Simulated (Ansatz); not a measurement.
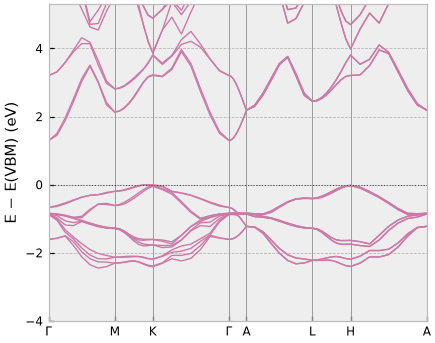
Figure. Band structure from plane-wave PAW r²SCAN with spin–orbit coupling (Ansatz code)

Q: Read off the gap and where the band edges lie.

A: About 1.3 eV (1.29 eV by a search for the band edges); maximum on the M–K line, 88 % of the way from M, minimum at Γ.

The material is NaTlO in space group P6_3mc (No. 186; Na on 2b, Tl on 2b, O on 2a).

The first step of the workflow began from a Materials Project structure, measured or hypothetical; the Crystallography Open Database copy checked does not list it. Whether it is the stable phase at ambient conditions was not checked. Symmetry was held in the r²SCAN relaxation; whether a distortion lowers the energy is not shown.

Potentials: the later of the program's two PAW sets.
